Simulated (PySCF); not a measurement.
# C2H9BN2: core binding energies at several levels of theory, part 3 of 3

PySCF 2.14.0. Atoms count from 0.

## (8) Core holes by ΔSCF: SCAN, X2C

What the job is given:

```
{"job": {"kind": "xps", "basis": "def2-TZVP"}, "charge": 0, "multiplicity": 1}
C      1.852535     0.420090     0.425700
N      0.816327    -0.570477     0.360988
B     -0.525964    -0.394865    -0.072814
C     -1.053756     1.030409    -0.534233
N     -1.408787    -1.506874    -0.095897
H      2.278006     0.525219     1.440990
H      1.450906     1.402968     0.143984
H      2.694758     0.207955    -0.259914
H      1.118104    -1.496182     0.640181
H     -0.496109     1.399921    -1.411238
H     -0.929867     1.785781     0.259370
H     -2.119677     1.014910    -0.808606
H     -1.152637    -2.445765     0.176291
H     -2.370211    -1.421376    -0.388268
```

Method: delta-SCF UKS SCAN, def2-TZVP on the ionised atom, pcseg-1 elsewhere, spin-free X2C.

The program printed:

```text
ground state, core basis on atom 0 (C), 132 functions
  cycle   1  E = -215.91969981  |g| = 6.63e-01
  cycle   2  E = -215.82739751  |g| = 8.90e-01
  cycle   3  E = -216.02883799  |g| = 5.76e-02
  cycle   4  E = -216.02938467  |g| = 3.19e-02
  cycle   5  E = -216.02962463  |g| = 7.03e-03
  cycle   6  E = -216.02963449  |g| = 3.03e-03
  cycle   7  E = -216.02963647  |g| = 1.15e-03
  cycle   8  E = -216.02963794  |g| = 1.04e-04
  E(ground) = -216.04313039 Eh
hole in C 1s of atom 0
  cycle   1  E = -204.77409297  |g| = 1.46e+00
  cycle   2  E = -203.42088497  |g| = 1.91e+00
  cycle   3  E = -205.04787994  |g| = 7.30e-01
  cycle   4  E = -205.26415844  |g| = 3.20e-01
  cycle   5  E = -205.30415755  |g| = 9.15e-02
  cycle   6  E = -205.30763332  |g| = 3.13e-02
  cycle   7  E = -205.30817398  |g| = 8.26e-03
  cycle   8  E = -205.30822950  |g| = 5.10e-03
  cycle   9  E = -205.30824739  |g| = 2.46e-03
  cycle  10  E = -205.30825321  |g| = 9.72e-04
  cycle  11  E = -205.30825358  |g| = 3.87e-04
  E(ion) = -205.32045845 Eh   <S^2> = 0.7681   hole on atom = 1.000   binding energy = 291.779 eV
ground state, core basis on atom 1 (N), 132 functions
  cycle   1  E = -216.04033611  |g| = 2.15e-02
  cycle   2  E = -216.04027778  |g| = 2.62e-02
  cycle   3  E = -216.04042574  |g| = 4.18e-03
  cycle   4  E = -216.04042871  |g| = 2.72e-03
  cycle   5  E = -216.04042969  |g| = 3.94e-04
  E(ground) = -216.05262362 Eh
hole in N 1s of atom 1
  cycle   1  E = -200.48602966  |g| = 1.81e+00
  cycle   2  E = -199.89885803  |g| = 1.88e+00
  cycle   3  E = -201.07762569  |g| = 4.71e-01
  cycle   4  E = -201.13419464  |g| = 2.54e-01
  cycle   5  E = -201.16421938  |g| = 5.00e-02
  cycle   6  E = -201.16534815  |g| = 1.22e-02
  cycle   7  E = -201.16542456  |g| = 3.72e-03
  cycle   8  E = -201.16543202  |g| = 1.24e-03
  cycle   9  E = -201.16543338  |g| = 4.26e-04
  E(ion) = -201.17659518 Eh   <S^2> = 0.7636   hole on atom = 1.000   binding energy = 404.797 eV
ground state, core basis on atom 2 (B), 132 functions
  cycle   1  E = -216.02652069  |g| = 3.14e-02
  cycle   2  E = -216.02644219  |g| = 3.20e-02
  cycle   3  E = -216.02669047  |g| = 6.30e-03
  cycle   4  E = -216.02669690  |g| = 3.27e-03
  cycle   5  E = -216.02669940  |g| = 3.65e-04
  E(ground) = -216.04137225 Eh
hole in B 1s of atom 2
  cycle   1  E = -208.45023921  |g| = 1.16e+00
  cycle   2  E = -207.67221867  |g| = 1.52e+00
  cycle   3  E = -208.73119369  |g| = 4.48e-01
  cycle   4  E = -208.79066581  |g| = 3.15e-01
  cycle   5  E = -208.83714549  |g| = 8.84e-02
  cycle   6  E = -208.84076191  |g| = 3.17e-02
  cycle   7  E = -208.84131470  |g| = 9.16e-03
  cycle   8  E = -208.84141279  |g| = 5.65e-03
  cycle   9  E = -208.84147139  |g| = 3.86e-03
  cycle  10  E = -208.84150754  |g| = 1.83e-03
  cycle  11  E = -208.84151275  |g| = 4.47e-04
  E(ion) = -208.85812444 Eh   <S^2> = 0.7898   hole on atom = 1.000   binding energy = 195.466 eV
ground state, core basis on atom 3 (C), 132 functions
  cycle   1  E = -216.02826219  |g| = 1.36e-02
  cycle   2  E = -216.02824382  |g| = 1.46e-02
  cycle   3  E = -216.02829685  |g| = 2.69e-03
  cycle   4  E = -216.02829685  |g| = 1.46e-03
  cycle   5  E = -216.02829736  |g| = 1.63e-04
  E(ground) = -216.04224674 Eh
hole in C 1s of atom 3
  cycle   1  E = -204.83076412  |g| = 1.46e+00
  cycle   2  E = -204.41902648  |g| = 1.50e+00
  cycle   3  E = -205.31728079  |g| = 3.50e-01
  cycle   4  E = -205.36072344  |g| = 1.45e-01
  cycle   5  E = -205.37026610  |g| = 2.35e-02
  cycle   6  E = -205.37049552  |g| = 9.80e-03
  cycle   7  E = -205.37053450  |g| = 4.80e-03
  cycle   8  E = -205.37054819  |g| = 1.33e-03
  cycle   9  E = -205.37055009  |g| = 6.18e-04
  cycle  10  E = -205.37054972  |g| = 2.98e-04
  E(ion) = -205.38329767 Eh   <S^2> = 0.7651   hole on atom = 1.000   binding energy = 290.045 eV
ground state, core basis on atom 4 (N), 132 functions
  cycle   1  E = -216.04077680  |g| = 2.25e-02
  cycle   2  E = -216.04065424  |g| = 3.09e-02
  cycle   3  E = -216.04087869  |g| = 3.84e-03
  cycle   4  E = -216.04087957  |g| = 2.74e-03
  cycle   5  E = -216.04087930  |g| = 3.81e-04
  E(ground) = -216.05311692 Eh
hole in N 1s of atom 4
  cycle   1  E = -200.48994359  |g| = 1.80e+00
  cycle   2  E = -200.04682535  |g| = 1.77e+00
  cycle   3  E = -201.07901355  |g| = 4.54e-01
  cycle   4  E = -201.11532829  |g| = 3.10e-01
  cycle   5  E = -201.16130039  |g| = 3.90e-02
  cycle   6  E = -201.16196265  |g| = 1.58e-02
  cycle   7  E = -201.16209123  |g| = 3.10e-03
  cycle   8  E = -201.16209697  |g| = 8.55e-04
  cycle   9  E = -201.16209788  |g| = 3.45e-04
  E(ion) = -201.17367514 Eh   <S^2> = 0.7624   hole on atom = 1.000   binding energy = 404.890 eV
```

Run time: 33 s. Hardware: 1 thread of Arm Neoverse V1, shared host; peak memory 0.49 GiB.

Binding energies by hole, beside the orbital energy of the ground state; the difference holds orbital relaxation and, for a density functional, its self-interaction error:

| hole | stands for | environment | ΔSCF (eV) | −ε (eV) | ⟨S²⟩ |
| --- | --- | --- | --- | --- | --- |
| C1s on C0 | C0 | methyl carbon bonded to N | 291.78 | 273.9 | 0.768 |
| N1s on N1 | N1 | nitrogen bonded to C, B, H | 404.80 | 385.1 | 0.764 |
| B1s on B2 | B2 | boron bonded to C, 2 N | 195.47 | 179.2 | 0.790 |
| C1s on C3 | C3 | methyl carbon bonded to B | 290.04 | 272.3 | 0.765 |
| N1s on N4 | N4 | nitrogen bonded to B, 2 H | 404.89 | 385.0 | 0.762 |

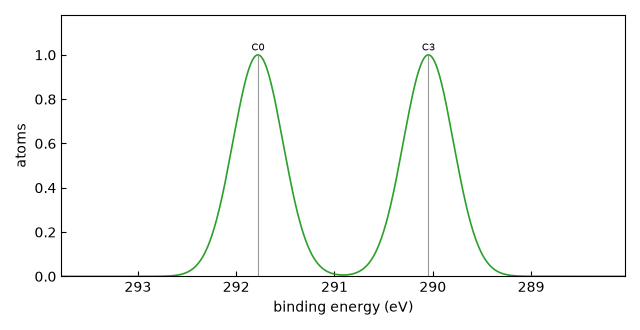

The C1s photoelectron lines, weighted by the number of atoms. Lines are broadened to a width of 0.60 eV (Gaussian).

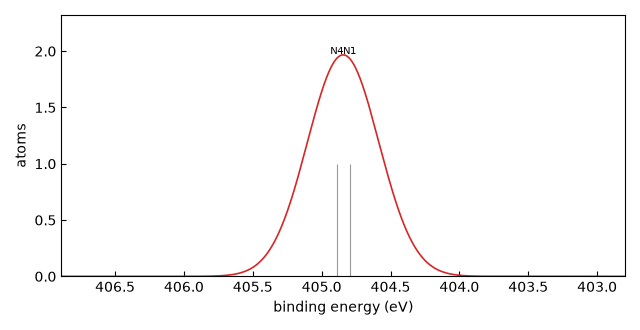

The N1s photoelectron lines, weighted by the number of atoms. Lines are broadened to a width of 0.60 eV (Gaussian).

## (9) X-ray photoelectron lines: SCAN, non-relativistic

Same as in step 8 but for these lines:

```diff
@@ -1,2 +1,2 @@
-{"job": {"kind": "xps", "basis": "def2-TZVP"}, "charge": 0, "multiplicity": 1}
+{"job": {"kind": "xps", "x2c": false}, "charge": 0, "multiplicity": 1}
 C      1.852535     0.420090     0.425700
```

Level: delta-SCF UKS SCAN, pcX-2 on the ionised atom, pcseg-1 elsewhere, non-relativistic.

The program printed:

```text
ground state, core basis on atom 0 (C), 146 functions
  cycle   1  E = -215.82974212  |g| = 6.62e-01
  cycle   2  E = -215.73973673  |g| = 8.83e-01
  cycle   3  E = -215.93767402  |g| = 5.77e-02
  cycle   4  E = -215.93816792  |g| = 3.42e-02
  cycle   5  E = -215.93844458  |g| = 7.14e-03
  cycle   6  E = -215.93845413  |g| = 2.76e-03
  cycle   7  E = -215.93845786  |g| = 1.25e-03
  cycle   8  E = -215.93845586  |g| = 9.09e-05
  E(ground) = -215.95157956 Eh
hole in C 1s of atom 0
  cycle   1  E = -204.68465536  |g| = 1.50e+00
  cycle   2  E = -203.26370302  |g| = 2.08e+00
  cycle   3  E = -205.01158793  |g| = 6.82e-01
  cycle   4  E = -205.18583537  |g| = 3.36e-01
  cycle   5  E = -205.23061553  |g| = 9.17e-02
  cycle   6  E = -205.23387342  |g| = 2.83e-02
  cycle   7  E = -205.23431357  |g| = 9.11e-03
  cycle   8  E = -205.23437792  |g| = 4.14e-03
  cycle   9  E = -205.23439019  |g| = 2.62e-03
  cycle  10  E = -205.23439637  |g| = 9.58e-04
  cycle  11  E = -205.23439612  |g| = 3.88e-04
  E(ion) = -205.24651531 Eh   <S^2> = 0.7697   hole on atom = 1.000   binding energy = 291.300 eV
ground state, core basis on atom 1 (N), 146 functions
  cycle   1  E = -215.95033814  |g| = 4.84e-02
  cycle   2  E = -215.95026538  |g| = 2.84e-02
  cycle   3  E = -215.95033957  |g| = 2.14e-02
  cycle   4  E = -215.95042497  |g| = 4.45e-03
  cycle   5  E = -215.95043117  |g| = 4.45e-04
  E(ground) = -215.96220165 Eh
hole in N 1s of atom 1
  cycle   1  E = -200.40190720  |g| = 1.86e+00
  cycle   2  E = -199.77331856  |g| = 2.07e+00
  cycle   3  E = -201.03735900  |g| = 4.15e-01
  cycle   4  E = -201.06813099  |g| = 2.61e-01
  cycle   5  E = -201.09993300  |g| = 5.26e-02
  cycle   6  E = -201.10113128  |g| = 1.33e-02
  cycle   7  E = -201.10121816  |g| = 4.44e-03
  cycle   8  E = -201.10122850  |g| = 1.26e-03
  cycle   9  E = -201.10123052  |g| = 4.92e-04
  E(ion) = -201.11220677 Eh   <S^2> = 0.7645   hole on atom = 1.000   binding energy = 404.089 eV
ground state, core basis on atom 2 (B), 146 functions
  cycle   1  E = -215.93390060  |g| = 4.08e-02
  cycle   2  E = -215.93384883  |g| = 2.88e-02
  cycle   3  E = -215.93402946  |g| = 1.11e-02
  cycle   4  E = -215.93405717  |g| = 3.92e-03
  cycle   5  E = -215.93406132  |g| = 5.33e-04
  cycle   6  E = -215.93406032  |g| = 1.78e-04
  E(ground) = -215.94899192 Eh
hole in B 1s of atom 2
  cycle   1  E = -208.35900098  |g| = 1.18e+00
  cycle   2  E = -207.49495205  |g| = 1.67e+00
  cycle   3  E = -208.66632354  |g| = 4.23e-01
  cycle   4  E = -208.69518834  |g| = 3.65e-01
  cycle   5  E = -208.75877078  |g| = 9.01e-02
  cycle   6  E = -208.76242830  |g| = 3.14e-02
  cycle   7  E = -208.76294954  |g| = 1.16e-02
  cycle   8  E = -208.76306436  |g| = 6.21e-03
  cycle   9  E = -208.76311093  |g| = 4.13e-03
  cycle  10  E = -208.76314474  |g| = 1.63e-03
  cycle  11  E = -208.76314916  |g| = 4.60e-04
  E(ion) = -208.77903495 Eh   <S^2> = 0.7956   hole on atom = 1.000   binding energy = 195.104 eV
ground state, core basis on atom 3 (C), 146 functions
  cycle   1  E = -215.93711158  |g| = 3.85e-02
  cycle   2  E = -215.93708920  |g| = 1.49e-02
  cycle   3  E = -215.93709108  |g| = 1.48e-02
  cycle   4  E = -215.93714359  |g| = 1.27e-03
  cycle   5  E = -215.93714271  |g| = 1.56e-04
  E(ground) = -215.95069694 Eh
hole in C 1s of atom 3
  cycle   1  E = -204.74188501  |g| = 1.50e+00
  cycle   2  E = -204.28617098  |g| = 1.66e+00
  cycle   3  E = -205.26078801  |g| = 3.06e-01
  cycle   4  E = -205.28848919  |g| = 1.41e-01
  cycle   5  E = -205.29708507  |g| = 3.54e-02
  cycle   6  E = -205.29755586  |g| = 9.10e-03
  cycle   7  E = -205.29755779  |g| = 9.47e-03
  cycle   8  E = -205.29760195  |g| = 1.30e-03
  cycle   9  E = -205.29760272  |g| = 7.08e-04
  cycle  10  E = -205.29760311  |g| = 3.68e-04
  E(ion) = -205.31024532 Eh   <S^2> = 0.7666   hole on atom = 1.000   binding energy = 289.541 eV
ground state, core basis on atom 4 (N), 146 functions
  cycle   1  E = -215.95061890  |g| = 4.86e-02
  cycle   2  E = -215.95049474  |g| = 3.22e-02
  cycle   3  E = -215.95061197  |g| = 2.28e-02
  cycle   4  E = -215.95072143  |g| = 3.70e-03
  cycle   5  E = -215.95072444  |g| = 4.94e-04
  E(ground) = -215.96253082 Eh
hole in N 1s of atom 4
  cycle   1  E = -200.40478142  |g| = 1.85e+00
  cycle   2  E = -199.92002373  |g| = 1.96e+00
  cycle   3  E = -201.03600805  |g| = 4.02e-01
  cycle   4  E = -201.04771815  |g| = 3.19e-01
  cycle   5  E = -201.09652507  |g| = 4.22e-02
  cycle   6  E = -201.09726279  |g| = 1.77e-02
  cycle   7  E = -201.09742294  |g| = 3.51e-03
  cycle   8  E = -201.09743025  |g| = 9.45e-04
  cycle   9  E = -201.09743126  |g| = 3.86e-04
  E(ion) = -201.10871511 Eh   <S^2> = 0.7634   hole on atom = 1.000   binding energy = 404.193 eV
```

Run time: 35 s. Hardware: 1 thread of Arm Neoverse V1, shared host; peak memory 0.52 GiB.

Binding energies by hole, beside the orbital energy of the ground state; the difference holds orbital relaxation and, for a density functional, its self-interaction error:

| hole | stands for | environment | ΔSCF (eV) | −ε (eV) | ⟨S²⟩ |
| --- | --- | --- | --- | --- | --- |
| C1s on C0 | C0 | methyl carbon bonded to N | 291.30 | 273.9 | 0.770 |
| N1s on N1 | N1 | nitrogen bonded to C, B, H | 404.09 | 385.0 | 0.764 |
| B1s on B2 | B2 | boron bonded to C, 2 N | 195.10 | 179.2 | 0.796 |
| C1s on C3 | C3 | methyl carbon bonded to B | 289.54 | 272.3 | 0.767 |
| N1s on N4 | N4 | nitrogen bonded to B, 2 H | 404.19 | 384.9 | 0.763 |

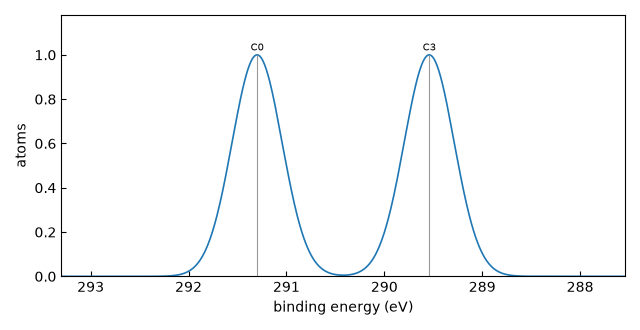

The C1s photoelectron lines, weighted by the number of atoms. Lines are broadened to a width of 0.60 eV (Gaussian).

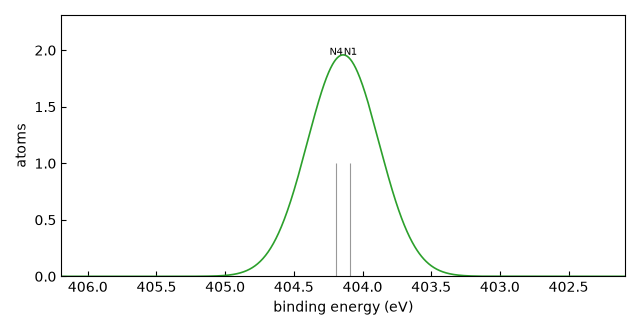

The N1s photoelectron lines, weighted by the number of atoms. Lines are broadened to a width of 0.60 eV (Gaussian).

## (10) Outcome

What follows sums up all 3 parts.

```
                                          quantity                    value
                  C1s binding energies, SCAN/pcX-2  C0 291.40, C3 289.65 eV
                  N1s binding energies, SCAN/pcX-2  N4 404.40, N1 404.30 eV
                  B1s binding energies, SCAN/pcX-2             B2 195.15 eV
                 C1s binding energies, B3LYP/pcX-2  C0 291.49, C3 289.74 eV
                 N1s binding energies, B3LYP/pcX-2  N4 404.36, N1 404.22 eV
                 B1s binding energies, B3LYP/pcX-2             B2 195.48 eV
                  C1s binding energies, PBE0/pcX-2  C0 290.90, C3 289.19 eV
                  N1s binding energies, PBE0/pcX-2  N4 403.86, N1 403.78 eV
                  B1s binding energies, PBE0/pcX-2             B2 194.80 eV
                   C1s binding energies, PBE/pcX-2  C0 290.50, C3 288.81 eV
                   N1s binding energies, PBE/pcX-2  N4 403.52, N1 403.46 eV
                   B1s binding energies, PBE/pcX-2             B2 194.27 eV
                    C1s binding energies, HF/pcX-2  C0 291.34, C3 289.54 eV
                    N1s binding energies, HF/pcX-2  N4 404.05, N1 403.82 eV
                    B1s binding energies, HF/pcX-2             B2 195.49 eV
                  C1s binding energies, SCAN/pcX-1  C0 291.42, C3 289.65 eV
                  N1s binding energies, SCAN/pcX-1  N4 404.40, N1 404.30 eV
                  B1s binding energies, SCAN/pcX-1             B2 195.17 eV
              C1s binding energies, SCAN/def2-TZVP  C0 291.78, C3 290.04 eV
              N1s binding energies, SCAN/def2-TZVP  N4 404.89, N1 404.80 eV
              B1s binding energies, SCAN/def2-TZVP             B2 195.47 eV
C1s binding energies, SCAN/pcX-2, non-relativistic  C0 291.30, C3 289.54 eV
N1s binding energies, SCAN/pcX-2, non-relativistic  N4 404.19, N1 404.09 eV
B1s binding energies, SCAN/pcX-2, non-relativistic             B2 195.10 eV
```

What this shows: Single values in the summary come from the first sound run of each kind (SCAN/pcX-2), which need not be the best level. At SCAN/pcX-2: The C1s levels kept as sound span 1.76 eV, from C3 (methyl carbon bonded to B) up to C0 (methyl carbon bonded to N). At B3LYP/pcX-2: C0 (methyl carbon bonded to N) binds its C1s electron 1.75 eV more tightly than C3 (methyl carbon bonded to B). At B3LYP/pcX-2: N4 (nitrogen bonded to B, 2 H) binds its N1s electron 0.14 eV more tightly than N1 (nitrogen bonded to C, B, H). At PBE0/pcX-2: The C1s levels kept as sound span 1.72 eV, from C3 (methyl carbon bonded to B) up to C0 (methyl carbon bonded to N). At PBE/pcX-2: the N1s levels computed lie within 0.06 eV of one another, too close to rank. At HF/pcX-2: C0 (methyl carbon bonded to N) binds its C1s electron 1.80 eV more tightly than C3 (methyl carbon bonded to B). At SCAN/pcX-1: The C1s levels kept as sound span 1.77 eV, from C3 (methyl carbon bonded to B) up to C0 (methyl carbon bonded to N). At SCAN/pcX-2, non-relativistic: C0 (methyl carbon bonded to N) binds its C1s electron 1.76 eV more tightly than C3 (methyl carbon bonded to B). N4 (nitrogen bonded to B, 2 H) binds its N1s electron 0.10 eV more tightly than N1 (nitrogen bonded to C, B, H).
